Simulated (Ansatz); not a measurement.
# Run report: AlHBrClF2, molecular dynamics

AlHBrClF2, computed with RKS PBE0-D4/def2-SVP (Ansatz 0.2.0).

Figures and captions count atoms from 1; the log counts them from 0 in places.

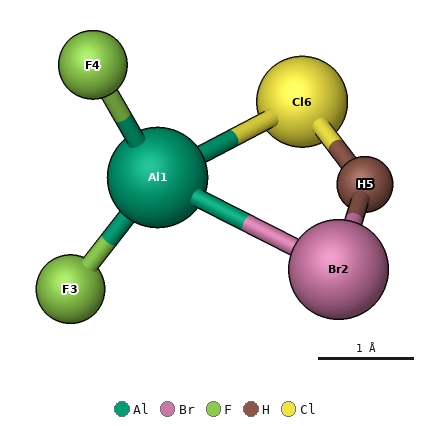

Figure 1. The structure as given in the input (ball-and-stick view, seen at an oblique angle; atoms are numbered from 1 in the order of the input). Sticks mark near contacts. Bond lengths as drawn: Al–Br 2.44 Å, Al–Cl 2.23 Å, Al–F 1.64 Å, Br–H 1.67 Å and Cl–H 1.63 Å.

### Input file
```yaml
crystal:
  periodic: [false, false, false]
  atoms:
    - {symbol: Al, position_ang: [-0.527525, -0.162938, -0.382182]}
    - {symbol: Br, position_ang: [1.655621, -1.018722, 0.274590]}
    - {symbol: F, position_ang: [-0.529323, 0.249302, -1.965653]}
    - {symbol: F, position_ang: [-1.720018, -1.089088, 0.248317]}
    - {symbol: H, position_ang: [1.151265, 0.451214, 0.891958]}
    - {symbol: Cl, position_ang: [-0.030119, 1.570231, 0.933070]}
basis:
  gaussian: {orbitals: def2-SVP}
hamiltonian: {xc: pbe0, dispersion: d4}
md: {n_steps: 30, timestep: 0.5, temperature: 200, ensemble: nve, seed: 755, initial_velocities: maxwell_boltzmann}
```

Command:
```bash
ansatz run in.yaml --threads 4 --pin off --events-out ev --progress --plain --max-ram 9574MiB
```

### Output
```
Functional definition: PBE0
  name "PBE0"
  cite "Adamo & Barone, J. Chem. Phys. 110, 6158 (1999) doi:10.1063/1.478522"
  cite "Perdew, Burke & Ernzerhof, Phys. Rev. Lett. 77, 3865 (1996) doi:10.1103/PhysRevLett.77.3865"
  parent pbe
  parameter a = 0.25
  parameter kappa = 0.804
  parameter beta = 0.06672455060314922
  exchange = (1 - a)*pbe_x(kappa = kappa, mu = beta*pi^2/3) + a*exact_x
  correlation = pbe_c(beta = beta)
996 factors; integrals over basis functions are off by at most 3.7e-4 eV
mean field evaluation 1: about -94579.1406 eV, gradient 4.7e1 eV
mean field evaluation 2: about -94573.7179 eV, gradient 7.7e1 eV
mean field evaluation 4: about -94582.7046 eV, gradient 9.1e-1 eV
mean field evaluation 8: about -94582.7218 eV, gradient 1.6e-2 eV
mean field -94582.72183004 eV, -3475.8509167824 hartree, gradient 2.7e-5 eV, S^2 0.000000; 0 other end points of the search recorded, 0 dependent functions left out
the calculation of the forces begins
reference -94582.72185842 eV, -3475.8509178255 hartree; 42, 42 occupied and 59, 59 virtual orbitals, 996 factors
md step     0: t =     0.00 fs  T =   200.0 K  F+E_penalty+E_count = -94582.86809478 eV  E_kin = 0.103408 eV  conserved = -94582.76468678 eV  (27 SCF iters)
these checks for a lower state are left out or cut short: starts, cluster_reference, orbital_swaps, neighbouring_geometries, increment
996 factors; integrals over basis functions are off by at most 3.7e-4 eV
mean field evaluation 16: about -94582.7048 eV, gradient 4.8e-1 eV
mean field -94582.72003493 eV, -3475.8508508134 hartree, gradient 7.9e-6 eV, S^2 0.000000; 0 other end points of the search recorded, 0 dependent functions left out
the calculation of the forces begins
reference -94582.72006332 eV, -3475.8508518568 hartree; 42, 42 occupied and 59, 59 virtual orbitals, 996 factors
md step     1: t =     0.50 fs  T =   196.6 K  F+E_penalty+E_count = -94582.86632141 eV  E_kin = 0.101637 eV  conserved = -94582.76468446 eV  (24 SCF iters)
[... from here on the SCF iterations and repeated set-up lines of each step are left out, up to the last step ...]
md step     2: t =     1.00 fs  T =   191.5 K  F+E_penalty+E_count = -94582.86371083 eV  E_kin = 0.099031 eV  conserved = -94582.76467992 eV  (24 SCF iters)
md step     3: t =     1.50 fs  T =   185.0 K  F+E_penalty+E_count = -94582.86033338 eV  E_kin = 0.095660 eV  conserved = -94582.76467302 eV  (25 SCF iters)
md step     4: t =     2.00 fs  T =   177.2 K  F+E_penalty+E_count = -94582.85629285 eV  E_kin = 0.091628 eV  conserved = -94582.76466476 eV  (24 SCF iters)
md step     5: t =     2.50 fs  T =   168.4 K  F+E_penalty+E_count = -94582.85172015 eV  E_kin = 0.087065 eV  conserved = -94582.76465503 eV  (24 SCF iters)
md step     6: t =     3.00 fs  T =   158.8 K  F+E_penalty+E_count = -94582.84676978 eV  E_kin = 0.082126 eV  conserved = -94582.76464419 eV  (24 SCF iters)
md step     7: t =     3.50 fs  T =   148.9 K  F+E_penalty+E_count = -94582.84161351 eV  E_kin = 0.076981 eV  conserved = -94582.76463298 eV  (24 SCF iters)
md step     8: t =     4.00 fs  T =   138.9 K  F+E_penalty+E_count = -94582.83643221 eV  E_kin = 0.071811 eV  conserved = -94582.76462133 eV  (24 SCF iters)
md step     9: t =     4.50 fs  T =   129.2 K  F+E_penalty+E_count = -94582.83141007 eV  E_kin = 0.066800 eV  conserved = -94582.76461013 eV  (25 SCF iters)
md step    10: t =     5.00 fs  T =   120.2 K  F+E_penalty+E_count = -94582.82672548 eV  E_kin = 0.062126 eV  conserved = -94582.76459973 eV  (24 SCF iters)
md step    11: t =     5.50 fs  T =   112.1 K  F+E_penalty+E_count = -94582.82254401 eV  E_kin = 0.057953 eV  conserved = -94582.76459060 eV  (24 SCF iters)
md step    12: t =     6.00 fs  T =   105.3 K  F+E_penalty+E_count = -94582.81901125 eV  E_kin = 0.054428 eV  conserved = -94582.76458312 eV  (24 SCF iters)
md step    13: t =     6.50 fs  T =    99.9 K  F+E_penalty+E_count = -94582.81624652 eV  E_kin = 0.051669 eV  conserved = -94582.76457762 eV  (23 SCF iters)
md step    14: t =     7.00 fs  T =    96.2 K  F+E_penalty+E_count = -94582.81433776 eV  E_kin = 0.049763 eV  conserved = -94582.76457432 eV  (23 SCF iters)
md step    15: t =     7.50 fs  T =    94.3 K  F+E_penalty+E_count = -94582.81333771 eV  E_kin = 0.048764 eV  conserved = -94582.76457337 eV  (23 SCF iters)
md step    16: t =     8.00 fs  T =    94.2 K  F+E_penalty+E_count = -94582.81326175 eV  E_kin = 0.048687 eV  conserved = -94582.76457480 eV  (24 SCF iters)
md step    17: t =     8.50 fs  T =    95.8 K  F+E_penalty+E_count = -94582.81408739 eV  E_kin = 0.049509 eV  conserved = -94582.76457853 eV  (24 SCF iters)
md step    18: t =     9.00 fs  T =    99.0 K  F+E_penalty+E_count = -94582.81575544 eV  E_kin = 0.051171 eV  conserved = -94582.76458437 eV  (24 SCF iters)
md step    19: t =     9.50 fs  T =   103.6 K  F+E_penalty+E_count = -94582.81817289 eV  E_kin = 0.053581 eV  conserved = -94582.76459206 eV  (24 SCF iters)
md step    20: t =    10.00 fs  T =   109.5 K  F+E_penalty+E_count = -94582.82121731 eV  E_kin = 0.056616 eV  conserved = -94582.76460123 eV  (24 SCF iters)
md step    21: t =    10.50 fs  T =   116.3 K  F+E_penalty+E_count = -94582.82474246 eV  E_kin = 0.060131 eV  conserved = -94582.76461146 eV  (24 SCF iters)
md step    22: t =    11.00 fs  T =   123.7 K  F+E_penalty+E_count = -94582.82858500 eV  E_kin = 0.063963 eV  conserved = -94582.76462229 eV  (27 SCF iters)
md step    23: t =    11.50 fs  T =   131.4 K  F+E_penalty+E_count = -94582.83257192 eV  E_kin = 0.067939 eV  conserved = -94582.76463330 eV  (23 SCF iters)
md step    24: t =    12.00 fs  T =   139.0 K  F+E_penalty+E_count = -94582.83652782 eV  E_kin = 0.071884 eV  conserved = -94582.76464390 eV  (24 SCF iters)
md step    25: t =    12.50 fs  T =   146.3 K  F+E_penalty+E_count = -94582.84028296 eV  E_kin = 0.075629 eV  conserved = -94582.76465369 eV  (24 SCF iters)
md step    26: t =    13.00 fs  T =   152.8 K  F+E_penalty+E_count = -94582.84367997 eV  E_kin = 0.079018 eV  conserved = -94582.76466228 eV  (23 SCF iters)
md step    27: t =    13.50 fs  T =   158.4 K  F+E_penalty+E_count = -94582.84658034 eV  E_kin = 0.081911 eV  conserved = -94582.76466935 eV  (24 SCF iters)
md step    28: t =    14.00 fs  T =   162.8 K  F+E_penalty+E_count = -94582.84886953 eV  E_kin = 0.084195 eV  conserved = -94582.76467464 eV  (23 SCF iters)
md step    29: t =    14.50 fs  T =   165.9 K  F+E_penalty+E_count = -94582.85046109 eV  E_kin = 0.085783 eV  conserved = -94582.76467804 eV  (24 SCF iters)
these checks for a lower state are left out or cut short: starts, cluster_reference, orbital_swaps, neighbouring_geometries, increment
996 factors; integrals over basis functions are off by at most 3.7e-4 eV
mean field -94582.70490061 eV, -3475.8502946375 hartree, gradient 1.0e-5 eV, S^2 0.000000; 0 other end points of the search recorded, 0 dependent functions left out
the calculation of the forces begins
reference -94582.70492904 eV, -3475.8502956824 hartree; 42, 42 occupied and 59, 59 virtual orbitals, 996 factors
996 factors; integrals over basis functions are off by at most 3.7e-4 eV
mean field evaluation 224: about -94582.7049 eV, gradient 1.4e-3 eV
mean field -94582.70490061 eV, -3475.8502946375 hartree, gradient 1.0e-5 eV, S^2 0.000000; 1 other end points of the search recorded, 0 dependent functions left out
the calculation of the forces begins
reference -94582.70492904 eV, -3475.8502956824 hartree; 42, 42 occupied and 59, 59 virtual orbitals, 996 factors
md step    30: t =    15.00 fs  T =   167.5 K  F+E_penalty+E_count = -94582.85129908 eV  E_kin = 0.086620 eV  conserved = -94582.76467942 eV  (27 SCF iters)
```

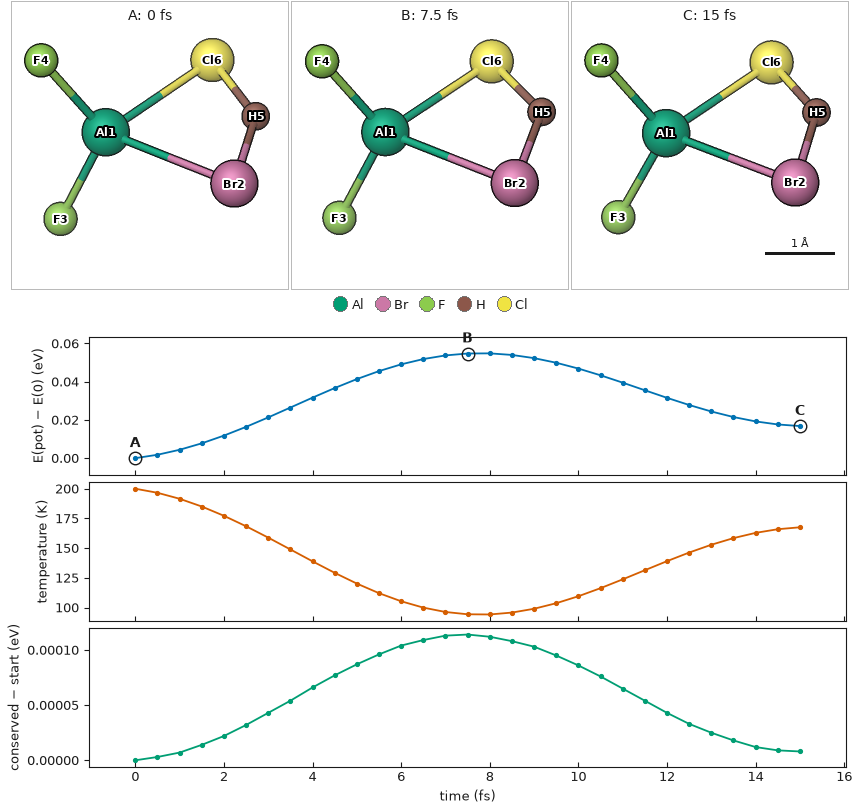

Figure 2. Frames of the molecular dynamics (ball-and-stick, seen at a tilt) above the curves, on which the letters mark them. The trajectory kept here has 31 frames over 15 fs. The temperature starts at 200 K, ranges from 94 to 200 K and averages 129 K over the second half. The potential energy ends 0.017 eV above its first value. The conserved quantity stays within 0.00011 eV. After an unweighted best fit of the last frame on the first, the root-mean-square displacement is 0.04 Å.

```
Total energy: -94582.85132751 eV, -3475.8556757268 hartree
Atom 0 at    -0.516164    -0.166496    -0.389272 Å, force     0.140124    -0.357072    -0.464601 eV/Å
Atom 1 at     1.657588    -1.014025     0.290235 Å, force     0.004738    -0.138338    -0.102199 eV/Å
Atom 2 at    -0.581807     0.296832    -1.974474 Å, force     0.062351    -0.014806    -0.016094 eV/Å
Atom 3 at    -1.717253    -1.088820     0.248435 Å, force    -0.239416    -0.183407     0.146581 eV/Å
Atom 4 at     1.127319     0.482991     0.936546 Å, force     0.086774    -0.051091    -0.021952 eV/Å
Atom 5 at    -0.015874     1.535833     0.906600 Å, force    -0.054571     0.744714     0.458265 eV/Å
Dipole moment:     0.400250     0.171121     0.321380 e Å
```

### Trajectory as extended XYZ (Å, eV, eV/Å), 16 of the 31 frames kept, from step=0 to step=30
```
6
Properties=species:S:1:pos:R:3:forces:R:3 step=0 time_fs=0.0 energy=-94582.86809 temperature=200.0
Al   -0.5275   -0.1629   -0.3822    0.3314   0.0612   0.2152
Br    1.6556   -1.0187    0.2746   -0.0057   0.0040  -0.0006
F    -0.5293    0.2493   -1.9657    0.0105   0.1540  -0.5306
F    -1.7200   -1.0891    0.2483   -0.3986  -0.3059   0.2301
H     1.1513    0.4512    0.8920    0.0633  -0.0006   0.0336
Cl   -0.0301    1.5702    0.9331   -0.0010   0.0873   0.0523
6
Properties=species:S:1:pos:R:3:forces:R:3 step=2 time_fs=1.0 energy=-94582.86371 temperature=191.5
Al   -0.5292   -0.1639   -0.3818    0.5485   0.1425   0.0876
Br    1.6558   -1.0185    0.2756   -0.0254   0.0573   0.0237
F    -0.5328    0.2521   -1.9651    0.0068   0.1506  -0.5064
F    -1.7165   -1.0866    0.2465   -0.5738  -0.4332   0.3213
H     1.1578    0.4635    0.9078    0.0108  -0.0527  -0.0334
Cl   -0.0294    1.5673    0.9307    0.0331   0.1355   0.1071
6
Properties=species:S:1:pos:R:3:forces:R:3 step=4 time_fs=2.0 energy=-94582.85629 temperature=177.2
Al   -0.5308   -0.1647   -0.3814    0.7521   0.2217  -0.0452
Br    1.6560   -1.0183    0.2766   -0.0410   0.1033   0.0459
F    -0.5364    0.2550   -1.9648    0.0035   0.1440  -0.4725
F    -1.7133   -1.0843    0.2449   -0.7394  -0.5540   0.4075
H     1.1644    0.4754    0.9232   -0.0425  -0.0983  -0.0974
Cl   -0.0286    1.5644    0.9284    0.0673   0.1833   0.1616
6
Properties=species:S:1:pos:R:3:forces:R:3 step=6 time_fs=3.0 energy=-94582.84677 temperature=158.8
Al   -0.5320   -0.1655   -0.3809    0.9337   0.2936  -0.1775
Br    1.6561   -1.0181    0.2776   -0.0526   0.1404   0.0648
F    -0.5399    0.2579   -1.9647    0.0010   0.1348  -0.4312
F    -1.7104   -1.0823    0.2434   -0.8884  -0.6629   0.4852
H     1.1706    0.4862    0.9378   -0.0934  -0.1366  -0.1558
Cl   -0.0279    1.5615    0.9262    0.0997   0.2307   0.2146
6
Properties=species:S:1:pos:R:3:forces:R:3 step=8 time_fs=4.0 energy=-94582.83643 temperature=138.9
Al   -0.5329   -0.1662   -0.3806    1.0856   0.3528  -0.3033
Br    1.6563   -1.0179    0.2786   -0.0606   0.1677   0.0793
F    -0.5434    0.2610   -1.9649   -0.0006   0.1235  -0.3852
F    -1.7081   -1.0807    0.2422   -1.0139  -0.7548   0.5506
H     1.1760    0.4958    0.9509   -0.1389  -0.1670  -0.2063
Cl   -0.0271    1.5588    0.9240    0.1284   0.2778   0.2649
6
Properties=species:S:1:pos:R:3:forces:R:3 step=10 time_fs=5.0 energy=-94582.82673 temperature=120.2
Al   -0.5335   -0.1668   -0.3803    1.2008   0.3940  -0.4172
Br    1.6565   -1.0176    0.2796   -0.0654   0.1849   0.0888
F    -0.5469    0.2640   -1.9652   -0.0009   0.1108  -0.3367
F    -1.7062   -1.0794    0.2413   -1.1099  -0.8250   0.6007
H     1.1800    0.5038    0.9620   -0.1760  -0.1893  -0.2470
Cl   -0.0263    1.5560    0.9219    0.1515   0.3247   0.3115
6
Properties=species:S:1:pos:R:3:forces:R:3 step=12 time_fs=6.0 energy=-94582.81901 temperature=105.3
Al   -0.5336   -0.1672   -0.3802    1.2739   0.4130  -0.5144
Br    1.6566   -1.0173    0.2806   -0.0676   0.1918   0.0927
F    -0.5504    0.2672   -1.9657   -0.0001   0.0972  -0.2879
F    -1.7049   -1.0786    0.2407   -1.1713  -0.8696   0.6326
H     1.1823    0.5100    0.9707   -0.2023  -0.2039  -0.2763
Cl   -0.0254    1.5534    0.9198    0.1674   0.3715   0.3532
6
Properties=species:S:1:pos:R:3:forces:R:3 step=14 time_fs=7.0 energy=-94582.81434 temperature=96.2
Al   -0.5332   -0.1675   -0.3803    1.3014   0.4066  -0.5914
Br    1.6567   -1.0170    0.2817   -0.0678   0.1887   0.0908
F    -0.5539    0.2704   -1.9664    0.0022   0.0832  -0.2407
F    -1.7041   -1.0781    0.2405   -1.1947  -0.8859   0.6449
H     1.1827    0.5142    0.9768   -0.2159  -0.2109  -0.2931
Cl   -0.0245    1.5509    0.9179    0.1749   0.4182   0.3895
6
Properties=species:S:1:pos:R:3:forces:R:3 step=16 time_fs=8.0 energy=-94582.81326 temperature=94.2
Al   -0.5324   -0.1676   -0.3806    1.2819   0.3736  -0.6458
Br    1.6569   -1.0167    0.2827   -0.0661   0.1759   0.0830
F    -0.5575    0.2736   -1.9672    0.0057   0.0694  -0.1965
F    -1.7040   -1.0782    0.2405   -1.1787  -0.8729   0.6365
H     1.1811    0.5164    0.9801   -0.2159  -0.2108  -0.2969
Cl   -0.0235    1.5485    0.9160    0.1731   0.4649   0.4197
6
Properties=species:S:1:pos:R:3:forces:R:3 step=18 time_fs=9.0 energy=-94582.81576 temperature=99.0
Al   -0.5311   -0.1676   -0.3812    1.2163   0.3146  -0.6768
Br    1.6570   -1.0163    0.2838   -0.0628   0.1537   0.0693
F    -0.5610    0.2769   -1.9680    0.0106   0.0559  -0.1564
F    -1.7045   -1.0787    0.2409   -1.1241  -0.8313   0.6081
H     1.1774    0.5166    0.9806   -0.2019  -0.2041  -0.2877
Cl   -0.0225    1.5462    0.9143    0.1618   0.5113   0.4435
6
Properties=species:S:1:pos:R:3:forces:R:3 step=20 time_fs=10.0 energy=-94582.82122 temperature=109.5
Al   -0.5294   -0.1675   -0.3819    1.1079   0.2320  -0.6850
Br    1.6571   -1.0160    0.2849   -0.0577   0.1226   0.0502
F    -0.5645    0.2802   -1.9690    0.0168   0.0430  -0.1211
F    -1.7055   -1.0796    0.2415   -1.0336  -0.7633   0.5611
H     1.1717    0.5149    0.9783   -0.1745  -0.1913  -0.2659
Cl   -0.0215    1.5440    0.9127    0.1411   0.5570   0.4607
6
Properties=species:S:1:pos:R:3:forces:R:3 step=22 time_fs=11.0 energy=-94582.82858 temperature=123.7
Al   -0.5273   -0.1673   -0.3829    0.9616   0.1300  -0.6719
Br    1.6572   -1.0156    0.2859   -0.0507   0.0832   0.0261
F    -0.5680    0.2835   -1.9700    0.0242   0.0307  -0.0908
F    -1.7071   -1.0808    0.2425   -0.9120  -0.6726   0.4978
H     1.1644    0.5113    0.9735   -0.1351  -0.1728  -0.2326
Cl   -0.0204    1.5421    0.9112    0.1119   0.6015   0.4715
6
Properties=species:S:1:pos:R:3:forces:R:3 step=24 time_fs=12.0 energy=-94582.83653 temperature=139.0
Al   -0.5249   -0.1671   -0.3842    0.7841   0.0140  -0.6402
Br    1.6573   -1.0152    0.2870   -0.0412   0.0364  -0.0021
F    -0.5715    0.2868   -1.9711    0.0326   0.0190  -0.0655
F    -1.7092   -1.0825    0.2437   -0.7649  -0.5640   0.4212
H     1.1558    0.5061    0.9665   -0.0860  -0.1492  -0.1894
Cl   -0.0193    1.5402    0.9099    0.0756   0.6438   0.4761
6
Properties=species:S:1:pos:R:3:forces:R:3 step=26 time_fs=13.0 energy=-94582.84368 temperature=152.8
Al   -0.5222   -0.1668   -0.3857    0.5827  -0.1100  -0.5929
Br    1.6574   -1.0148    0.2881   -0.0290  -0.0170  -0.0337
F    -0.5749    0.2901   -1.9722    0.0418   0.0076  -0.0450
F    -1.7116   -1.0844    0.2451   -0.5993  -0.4426   0.3348
H     1.1464    0.4994    0.9576   -0.0303  -0.1208  -0.1382
Cl   -0.0182    1.5386    0.9087    0.0341   0.6828   0.4750
6
Properties=species:S:1:pos:R:3:forces:R:3 step=28 time_fs=14.0 energy=-94582.84887 temperature=162.8
Al   -0.5192   -0.1666   -0.3874    0.3654  -0.2356  -0.5333
Br    1.6575   -1.0144    0.2892   -0.0138  -0.0757  -0.0674
F    -0.5784    0.2935   -1.9733    0.0518  -0.0036  -0.0288
F    -1.7143   -1.0865    0.2467   -0.4219  -0.3140   0.2421
H     1.1367    0.4916    0.9475    0.0286  -0.0880  -0.0816
Cl   -0.0170    1.5371    0.9076   -0.0102   0.7169   0.4689
6
Properties=species:S:1:pos:R:3:forces:R:3 step=30 time_fs=15.0 energy=-94582.85130 temperature=167.5
Al   -0.5162   -0.1665   -0.3893    0.1401  -0.3571  -0.4646
Br    1.6576   -1.0140    0.2902    0.0047  -0.1383  -0.1022
F    -0.5818    0.2968   -1.9745    0.0624  -0.0148  -0.0161
F    -1.7173   -1.0888    0.2484   -0.2394  -0.1834   0.1466
H     1.1273    0.4830    0.9365    0.0868  -0.0511  -0.0220
Cl   -0.0159    1.5358    0.9066   -0.0546   0.7447   0.4583
```

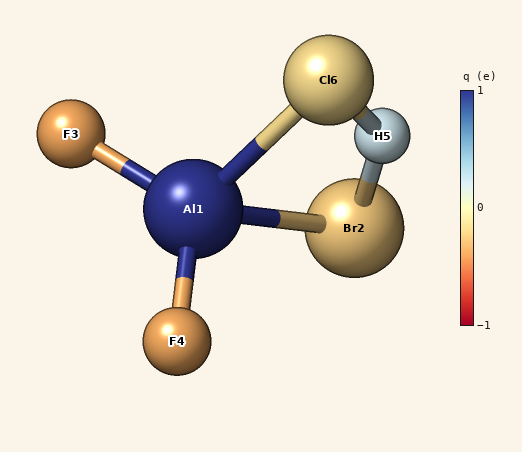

Figure 3. Mulliken charges, as the colour of each atom (ball-and-stick view, seen at a tilt; atoms are numbered from 1 in the order of the input). By element: Al +0.99, Br −0.25, F −0.39, H +0.24 and Cl −0.19 e.

### Results in brief

- outcome: finished
- mean temperature over the second half: 129 K
- trajectory: 30 steps, 15 fs
- ensemble: nve
- temperature in the input: 200 K
- time step: 0.5 fs
- potential energy (last step): −94582.8513 eV
- mean-field energy (last step): −94582.7049 eV
- dispersion energy (last step): −0.1464 eV
- SCF solution under orbital rotations (last step): stable
- largest force (length of the vector) (last step): 0.876 eV/Å
- dipole moment (last step): 2.60 D
- hardware: 4 threads of Arm Neoverse V1, 23 GiB of memory available, shared host
- wall time: 47 s (CPU time 2.9 min)
- peak memory: 0.46 GiB

### Remarks

So short a trajectory is not equilibrated.
